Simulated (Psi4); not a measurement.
Energy and gradient calculation, with input and output: ZnHBr (charge +1)

The run: energy and gradient calculation of ZnHBr, charge +1, multiplicity 2. Method and program: PBE/def2-TZVP, UKS (Psi4 1.11).

The run did not end well. The geometry is that of the parent species in another charge or spin state. The geometry comes from this level: PBE0-D4/def2-TZVP.

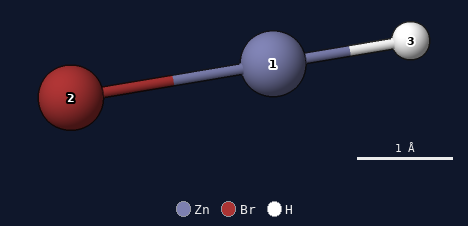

The structure as given in the input (ball-and-stick view, seen at a tilt; atoms are numbered from 1 in the order of the input). Sticks mark near contacts. Bond lengths as drawn: Br–Zn 2.24 Å and H–Zn 1.52 Å.

The input (job.in)
```
memory 1600 MB

molecule mol {
  1 2
  Zn    -0.193800    -0.111300    -0.118200
  Br     1.589400     0.729900     0.948500
  H     -1.406500    -0.683300    -0.843500
  symmetry c1
  no_reorient
  no_com
}

set basis def2-TZVP
set reference uks
set puream true
set e_convergence 1e-09
set d_convergence 1e-08
set scf_type pk
set dft_radial_points 99
set dft_spherical_points 590
set maxiter 200

e, wfn = gradient("pbe", return_wfn=True)
oeprop(wfn, "MULLIKEN_CHARGES", "QUADRUPOLE", "WIBERG_LOWDIN_INDICES")
print_variables()
```

Run as:
```bash
psi4 -n 1 job.in job.out
```

What the program printed
```
Psi4 1.11 release

gradient() will perform analytic gradient computation.

   => Loading Basis Set <=

    Name: DEF2-TZVP
    Role: ORBITAL
    Keyword: BASIS

         ---------------------------------------------------------
                                   SCF
                              UKS Reference
                        1 Threads,   1525 MiB Core
         ---------------------------------------------------------

  ==> Geometry <==

    Molecular point group: c1
    Full point group: C1

    Geometry (in Angstrom), charge = 1, multiplicity = 2:

       Center              X                  Y                   Z               Mass
    ------------   -----------------  -----------------  -----------------  -----------------
         ZN          -0.193800000000    -0.111300000000    -0.118200000000    63.929142010000
         BR           1.589400000000     0.729900000000     0.948500000000    78.918337600000
         H           -1.406500000000    -0.683300000000    -0.843500000000     1.007825032230

  Running in c1 symmetry.

  Rotational constants: A =    618.18399  B =      0.05274  C =      0.05273 [cm^-1]
  Rotational constants: A = 18532689.78144  B =   1581.05712  C =   1580.92224 [MHz]
  Nuclear repulsion =  263.194240811802104

  Charge       = 1
  Multiplicity = 2
  Electrons    = 65
  Nalpha       = 33
  Nbeta        = 32

  ==> Algorithm <==

  SCF Algorithm Type is PK.
  DIIS enabled.
  MOM disabled.
  Fractional occupation disabled.
  Guess Type is SAD.
  Energy threshold   = 1.00e-09
  Density threshold  = 1.00e-08
  Integral threshold = 1.00e-12

  ==> Primary Basis <==

  Basis Set: DEF2-TZVP
    Blend: DEF2-TZVP
    Number of shells: 36
    Number of basis functions: 102
    Number of Cartesian functions: 116
    Spherical Harmonics?: true
    Max angular momentum: 3

  ==> DFT Potential <==

   => LibXC <=

    Version 7.1.2

   => Composite Functional: PBE <=

    PBE GGA Exchange-Correlation Functional

    Deriv               =              1
    GGA                 =           TRUE
    Meta                =          FALSE

    Exchange Hybrid     =          FALSE
    MP2 Hybrid          =          FALSE

   => Exchange Functionals <=

    1.0000     XC_GGA_X_PBE

   => Correlation Functionals <=

    1.0000     XC_GGA_C_PBE

   => LibXC Density Thresholds  <==

    XC_GGA_C_PBE:  1.00E-12
    XC_GGA_X_PBE:  1.00E-15

   => Molecular Quadrature <=

    Radial Scheme          =       TREUTLER
    Pruning Scheme         =           NONE
    Nuclear Scheme         =       TREUTLER

    Blocking Scheme        =         OCTREE
    BS radius alpha        =              1
    Pruning alpha          =              1
    Radial Points          =             99
    Spherical Points       =            590
    Total Points           =         165727
    Total Blocks           =           1326
    Max Points             =            256
    Max Functions          =            100
    Weights Tolerance      =       1.00E-15

  ==> Integral Setup <==

  Using in-core PK algorithm.
   Calculation information:
      Number of atoms:                   3
      Number of AO shells:              36
      Number of primitives:             82
      Number of atomic orbitals:       116
      Number of basis functions:       102

      Integral cutoff                 1.00e-12
      Number of threads:                 1

  Performing in-core PK
  Using 27599262 doubles for integral storage.
  We computed 188069 shell quartets total.
  Whereas there are 222111 unique shell quartets.

  ==> DiskJK: Disk-Based J/K Matrices <==

    J tasked:                  Yes
    K tasked:                   No
    wK tasked:                  No
    Memory [MiB]:              825
    Schwarz Cutoff:          1E-12

  Cached 50.0% of DFT collocation blocks in 0.169 [GiB].

  Minimum eigenvalue in the overlap matrix is 8.3206902742E-03.
  Reciprocal condition number of the overlap matrix is 2.0451198743E-03.
    Using symmetric orthogonalization.

  ==> Pre-Iterations <==

  SCF Guess: Superposition of Atomic Densities via on-the-fly atomic UHF (no occupation information).

   -------------------------
    Irrep   Nso     Nmo
   -------------------------
     A        102     102
   -------------------------
    Total     102     102
   -------------------------

  ==> Iterations <==

                        Total Energy        Delta E     RMS |[F,P]|

   @UKS iter SAD: -4349.51762506384785   -4.34952e+03   0.00000e+00
   @UKS iter   1: -4349.91421421004998   -3.96589e-01   4.49264e-02 ADIIS/DIIS
   @UKS iter   2: -4301.77932339135350    4.81349e+01   9.82067e-02 ADIIS/DIIS
   @UKS iter   3: -4349.63290621767010   -4.78536e+01   4.85551e-02 ADIIS/DIIS
   @UKS iter   4: -4352.93717145620030   -3.30427e+00   6.95261e-03 ADIIS/DIIS
   @UKS iter   5: -4352.31986107919602    6.17310e-01   9.88981e-03 ADIIS/DIIS
   @UKS iter   6: -4353.09550796855274   -7.75647e-01   3.20333e-03 ADIIS/DIIS
   @UKS iter   7: -4353.12579751983958   -3.02896e-02   1.40429e-03 ADIIS/DIIS
   @UKS iter   8: -4353.03839223635168    8.74053e-02   3.02122e-03 ADIIS/DIIS
   @UKS iter   9: -4353.06052024244764   -2.21280e-02   2.53254e-03 ADIIS/DIIS
[... 181 lines of further cycles ...]
   @UKS iter 191: -4353.13209134868885   -8.09546e-02   1.09853e-03 ADIIS/DIIS
   @UKS iter 192: -4353.13338589245359   -1.29454e-03   1.01865e-03 ADIIS/DIIS
   @UKS iter 193: -4353.05437052858815    7.90154e-02   2.67290e-03 ADIIS/DIIS
   @UKS iter 194: -4353.04956194035367    4.80859e-03   2.75641e-03 ADIIS/DIIS
   @UKS iter 195: -4353.04551150296265    4.05044e-03   2.82452e-03 ADIIS/DIIS
   @UKS iter 196: -4353.04687226446185   -1.36076e-03   2.80264e-03 ADIIS/DIIS
   @UKS iter 197: -4353.04548983545919    1.38243e-03   2.82463e-03 ADIIS/DIIS
   @UKS iter 198: -4353.04457696543250    9.12870e-04   2.84002e-03 ADIIS/DIIS
   @UKS iter 199: -4353.03198076248373    1.25962e-02   3.04863e-03 ADIIS/DIIS
   @UKS iter 200: -4353.04146395530006   -9.48319e-03   2.84402e-03 ADIIS/DIIS

PsiException: Could not converge SCF iterations in 200 iterations.

  Failed to converge.

psi4.driver.p4util.exceptions.SCFConvergenceError: Could not converge SCF iterations in 200 iterations.

Printing out the relevant lines from the Psithon --> Python processed input file:
    core.set_global_option("D_CONVERGENCE", 1e-08)
    core.set_global_option("SCF_TYPE", "pk")
    core.set_global_option("DFT_RADIAL_POINTS", 99)
    core.set_global_option("DFT_SPHERICAL_POINTS", 590)
    core.set_global_option("MAXITER", 200)
--> e, wfn = gradient("pbe", return_wfn=True)
    oeprop(wfn, "MULLIKEN_CHARGES", "QUADRUPOLE", "WIBERG_LOWDIN_INDICES")
    print_variables()

!-------------------------------------------------------!
!                                                       !
!  Could not converge SCF iterations in 200 iterations. !
!                                                       !
!-------------------------------------------------------!

    Psi4 run time: 0:01:33.76
```

What the run reported

- outcome: not converged
- hardware: 1 thread of Intel Xeon (Granite Rapids), 128 GiB of memory available, shared host
- wall time: 95 s
- peak memory: 0.63 GiB

The run did not converge: “Could not converge SCF iterations in 200 iterations.” Its last values are not results.
